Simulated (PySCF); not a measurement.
Run report: C₇H₁₄Si₂, geometry relaxation

The run: geometry relaxation of C₇H₁₄Si₂. Method and program: PBE0-D3(BJ)/def2-SVP geometry optimisation, gas phase (PySCF 2.14.0).

It belongs to a series of runs on one base structure; here: H on Si replaced by cPent.

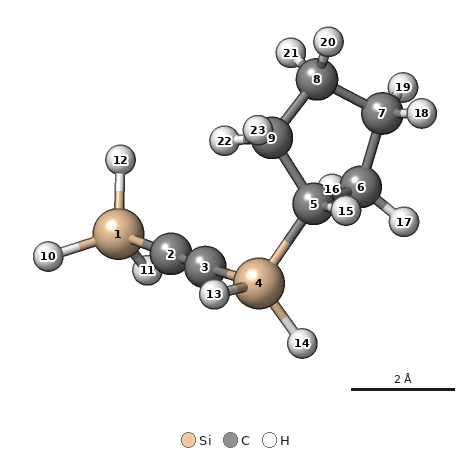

*The starting structure (ball-and-stick view, seen at a tilt; atoms are numbered from 1 in the order of the input).*

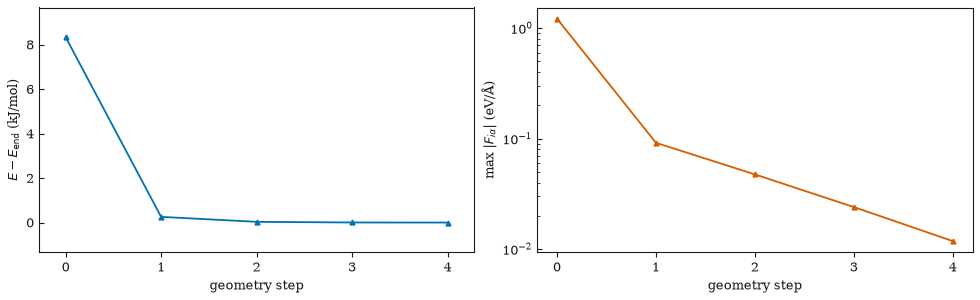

*Progress of the relaxation, step by step (steps are counted from 0).*

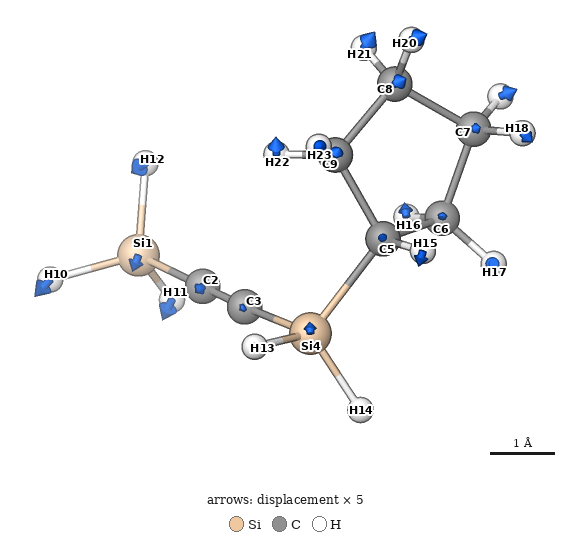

*The starting structure with the displacements as blue arrows, magnified 5 times (ball-and-stick view, seen at a tilt). The two geometries are laid on each other by the best rigid fit.*

H11 moves most after the best rigid fit: 0.086 Å. By element the largest moves are H 0.086 Å, Si 0.059 Å, C 0.058 Å. Among the contacts that change: Si1–H10 1.465 → 1.492 Å, Si4–C5 1.904 → 1.882 Å, Si1–C2 1.849 → 1.834 Å, C2–C3 1.212 → 1.225 Å. Among the angles that change: Si4–C5–H15 109.5° → 106.6°, H13–Si4–H14 111.0° → 108.8°. After 4 geometry steps the energy has fallen by 8.34 kJ/mol. Largest force component: 1.2 eV/Å at the start, 0.012 eV/Å at the end. (Atoms are counted from 1 in the order of the input.)

The input that produced these results follows, with the program's output.

### The input
```
{"job": {"xc": "PBE0", "basis": "def2-SVP", "d3": "d3bj", "grid": 1, "kind": "geom"}, "charge": 0, "multiplicity": 1}
Si     4.158101    -1.032485     0.246574
C      2.765699     0.023459    -0.357669
C      1.855946     0.717800    -0.755443
Si     0.418308     1.743087    -1.311844
C     -1.131030     0.979533    -0.511069
C     -1.393638    -0.474313    -0.905310
C     -2.415082    -0.930000     0.132500
C     -1.927745    -0.292476     1.439448
C     -1.070251     0.919159     1.022855
H      5.267503    -0.154072     0.626694
H      4.553229    -1.935290    -0.838508
H      3.688848    -1.798192     1.405293
H      0.606692     3.122657    -0.844435
H      0.320918     1.691541    -2.776156
H     -2.014750     1.561612    -0.796423
H     -0.478174    -1.062132    -0.809038
H     -1.760690    -0.571423    -1.927086
H     -3.400407    -0.540850    -0.131259
H     -2.487382    -2.014613     0.204688
H     -2.764530     0.003232     2.072009
H     -1.323344    -1.004239     2.002212
H     -0.040575     0.774577     1.355155
H     -1.432396     1.846286     1.466889
```

The first line tells a small driver script what to run in PySCF; the rest is the geometry in Å.

Launched with:
```bash
OMP_NUM_THREADS=1 python <driver script> task.json out
```

### Output
```
step   0  E = -853.16589281  max force = 0.023687
step   1  E = -853.16897046  max force = 0.001781
step   2  E = -853.16905527  max force = 0.000923
step   3  E = -853.16906664  max force = 0.000468
step   4  E = -853.16906791  max force = 0.000230
optimisation converged
```

### Trajectory as extended XYZ (Å, eV, eV/Å), 5 frames, from step=0 to step=4
```
23
Properties=species:S:1:pos:R:3:forces:R:3 step=0 energy=-23215.82645
Si    4.1581   -1.0325    0.2466   -0.7097   0.5217  -0.3056
C     2.7657    0.0235   -0.3577    1.2180  -0.9432   0.5391
C     1.8559    0.7178   -0.7554   -1.1334   0.9572  -0.5656
Si    0.4183    1.7431   -1.3118   -0.3802  -0.7390   0.6304
C    -1.1310    0.9795   -0.5111    0.4164  -0.0891  -0.0415
C    -1.3936   -0.4743   -0.9053   -0.3305   0.1930   0.1550
C    -2.4151   -0.9300    0.1325    0.4297   0.1705   0.0993
C    -1.9278   -0.2925    1.4394   -0.0147   0.0754  -0.3602
C    -1.0702    0.9192    1.0229   -0.1348  -0.0576  -0.0969
H     5.2675   -0.1541    0.6267    0.4318   0.2316   0.1447
H     4.5532   -1.9353   -0.8385    0.2006  -0.3325  -0.3163
H     3.6888   -1.7982    1.4053   -0.0935  -0.2904   0.3974
H     0.6067    3.1227   -0.8444    0.1275   0.4604   0.0671
H     0.3209    1.6915   -2.7762    0.0440   0.0489  -0.4764
H    -2.0147    1.5616   -0.7964   -0.1582   0.2670  -0.1892
H    -0.4782   -1.0621   -0.8090    0.3427  -0.2330  -0.0156
H    -1.7607   -0.5714   -1.9271   -0.0383  -0.0987  -0.3896
H    -3.4004   -0.5409   -0.1313   -0.3324   0.0826  -0.1182
H    -2.4874   -2.0146    0.2047   -0.1216  -0.3824  -0.0162
H    -2.7645    0.0032    2.0720   -0.2340   0.0402   0.2757
H    -1.3233   -1.0042    2.0022    0.1540  -0.2162   0.2435
H    -0.0406    0.7746    1.3552    0.3326   0.0046   0.1622
H    -1.4324    1.8463    1.4669   -0.0161   0.3290   0.1769
23
Properties=species:S:1:pos:R:3:forces:R:3 step=1 energy=-23215.91020
Si    4.1331   -1.1115    0.2228   -0.0028  -0.0487   0.0482
C     2.7216   -0.0839   -0.3407    0.0467   0.0391  -0.0568
C     1.7913    0.6133   -0.7289   -0.0247  -0.0821   0.0855
Si    0.3051    1.5859   -1.2213    0.0490   0.0824  -0.0916
C    -1.2147    0.8142   -0.4194   -0.0171   0.0550  -0.0318
C    -1.4825   -0.6422   -0.8148    0.0672  -0.0570  -0.0713
C    -2.5013   -1.0936    0.2265   -0.0886  -0.0563  -0.0101
C    -2.0206   -0.4510    1.5344   -0.0206  -0.0365   0.0908
C    -1.1634    0.7681    1.1209    0.0624   0.0522   0.0528
H     5.2824   -0.2403    0.6088   -0.0328   0.0121  -0.0141
H     4.5633   -2.0360   -0.8679   -0.0262   0.0262   0.0004
H     3.7094   -1.9173    1.4074    0.0113   0.0154  -0.0229
H     0.5178    3.0012   -0.7833   -0.0405  -0.0415   0.0203
H     0.2223    1.5729   -2.7157   -0.0418  -0.0196   0.0430
H    -2.0907    1.4170   -0.7295    0.0635  -0.0022  -0.0094
H    -0.5548   -1.2377   -0.7198   -0.0372   0.0317   0.0003
H    -1.8357   -0.7523   -1.8527    0.0110   0.0030   0.0271
H    -3.4967   -0.7025   -0.0483    0.0389  -0.0105   0.0088
H    -2.5956   -2.1891    0.2959   -0.0005   0.0343  -0.0060
H    -2.8630   -0.1649    2.1832    0.0222  -0.0118  -0.0172
H    -1.4118   -1.1649    2.1124   -0.0172   0.0257  -0.0187
H    -0.1253    0.6316    1.4696   -0.0312   0.0058  -0.0127
H    -1.5196    1.7101    1.5655    0.0090  -0.0166  -0.0146
23
Properties=species:S:1:pos:R:3:forces:R:3 step=2 energy=-23215.91250
Si    4.1282   -1.1155    0.2236    0.0039  -0.0246   0.0229
C     2.7189   -0.0873   -0.3384    0.0207   0.0296  -0.0380
C     1.7876    0.6092   -0.7241   -0.0354  -0.0267   0.0397
Si    0.3057    1.5865   -1.2215    0.0474   0.0356  -0.0449
C    -1.2107    0.8153   -0.4201   -0.0102  -0.0159   0.0197
C    -1.4758   -0.6430   -0.8148    0.0058  -0.0039  -0.0036
C    -2.4982   -1.0942    0.2255   -0.0075  -0.0057   0.0007
C    -2.0199   -0.4495    1.5353   -0.0015  -0.0042   0.0057
C    -1.1611    0.7710    1.1216   -0.0006   0.0034   0.0002
H     5.2727   -0.2379    0.6044   -0.0032   0.0071  -0.0024
H     4.5519   -2.0339   -0.8730   -0.0048   0.0026  -0.0053
H     3.7099   -1.9225    1.4073    0.0034   0.0006  -0.0016
H     0.5082    2.9995   -0.7790   -0.0091  -0.0048   0.0150
H     0.2121    1.5699   -2.7130   -0.0144  -0.0106   0.0031
H    -2.0827    1.4190   -0.7342    0.0076   0.0062  -0.0082
H    -0.5486   -1.2360   -0.7164   -0.0016   0.0063   0.0059
H    -1.8256   -0.7547   -1.8528   -0.0025   0.0001   0.0012
H    -3.4917   -0.7037   -0.0520    0.0050   0.0058   0.0016
H    -2.5926   -2.1887    0.2952    0.0009   0.0003   0.0008
H    -2.8632   -0.1638    2.1818   -0.0010   0.0013  -0.0032
H    -1.4122   -1.1616    2.1147    0.0034   0.0017  -0.0036
H    -0.1244    0.6354    1.4714   -0.0019  -0.0033  -0.0041
H    -1.5178    1.7133    1.5635   -0.0043  -0.0009  -0.0019
23
Properties=species:S:1:pos:R:3:forces:R:3 step=3 energy=-23215.91281
Si    4.1332   -1.1175    0.2205   -0.0021  -0.0028   0.0030
C     2.7222   -0.0890   -0.3382    0.0154   0.0140  -0.0200
C     1.7880    0.6059   -0.7197   -0.0240  -0.0096   0.0203
Si    0.3087    1.5854   -1.2200    0.0129   0.0064  -0.0106
C    -1.2093    0.8146   -0.4196    0.0009  -0.0161   0.0144
C    -1.4737   -0.6444   -0.8124   -0.0084   0.0073   0.0037
C    -2.5001   -1.0934    0.2253    0.0087   0.0020   0.0001
C    -2.0253   -0.4468    1.5356    0.0014   0.0027  -0.0057
C    -1.1647    0.7729    1.1223   -0.0087   0.0006  -0.0075
H     5.2757   -0.2359    0.5980    0.0027   0.0000   0.0003
H     4.5531   -2.0318   -0.8808    0.0015  -0.0018  -0.0011
H     3.7207   -1.9272    1.4040   -0.0005  -0.0009   0.0018
H     0.5067    2.9975   -0.7738    0.0027   0.0012   0.0051
H     0.2106    1.5659   -2.7108   -0.0006  -0.0026  -0.0033
H    -2.0788    1.4193   -0.7383   -0.0052   0.0032  -0.0054
H    -0.5469   -1.2366   -0.7090    0.0051  -0.0023   0.0032
H    -1.8202   -0.7579   -1.8512   -0.0009  -0.0020  -0.0028
H    -3.4918   -0.7016   -0.0559   -0.0030   0.0049  -0.0010
H    -2.5955   -2.1875    0.2964   -0.0011  -0.0034   0.0003
H    -2.8705   -0.1597    2.1787   -0.0024   0.0013   0.0019
H    -1.4192   -1.1580    2.1175    0.0035  -0.0023   0.0007
H    -0.1292    0.6371    1.4750    0.0039  -0.0012   0.0011
H    -1.5228    1.7159    1.5613   -0.0018   0.0014   0.0014
23
Properties=species:S:1:pos:R:3:forces:R:3 step=4 energy=-23215.91285
Si    4.1407   -1.1181    0.2157   -0.0045   0.0049  -0.0038
C     2.7271   -0.0900   -0.3386    0.0118   0.0058  -0.0101
C     1.7894    0.6025   -0.7153   -0.0116  -0.0060   0.0118
Si    0.3115    1.5829   -1.2172   -0.0077  -0.0051   0.0043
C    -1.2089    0.8134   -0.4188    0.0048  -0.0027   0.0013
C    -1.4731   -0.6460   -0.8098   -0.0060   0.0057   0.0042
C    -2.5035   -1.0919    0.2251    0.0069   0.0017   0.0011
C    -2.0323   -0.4438    1.5359    0.0003   0.0024  -0.0050
C    -1.1698    0.7747    1.1231   -0.0052  -0.0002  -0.0059
H     5.2827   -0.2349    0.5914    0.0028  -0.0025   0.0006
H     4.5586   -2.0296   -0.8887    0.0024  -0.0019   0.0011
H     3.7326   -1.9302    1.3990   -0.0015  -0.0006   0.0017
H     0.5085    2.9945   -0.7688    0.0052   0.0017  -0.0011
H     0.2132    1.5618   -2.7079    0.0041   0.0025  -0.0029
H    -2.0767    1.4185   -0.7421   -0.0046  -0.0013  -0.0017
H    -0.5470   -1.2385   -0.7013    0.0028  -0.0027   0.0004
H    -1.8160   -0.7616   -1.8496    0.0012  -0.0016  -0.0015
H    -3.4936   -0.6988   -0.0601   -0.0024   0.0017  -0.0006
H    -2.6008   -2.1859    0.2978   -0.0022  -0.0015   0.0002
H    -2.8794   -0.1548    2.1757   -0.0006  -0.0005   0.0023
H    -1.4283   -1.1544    2.1207    0.0011  -0.0016   0.0006
H    -0.1354    0.6388    1.4795    0.0023   0.0008   0.0023
H    -1.5290    1.7186    1.5592    0.0005   0.0010   0.0007
```

### Key numbers

- outcome: converged
- total energy: −853.169068 hartree
- dipole moment: 1.07 D
- point group: C1
- hardware: 1 CPU thread, shared host
- wall time: 3.4 min
- peak memory: 0.88 GiB
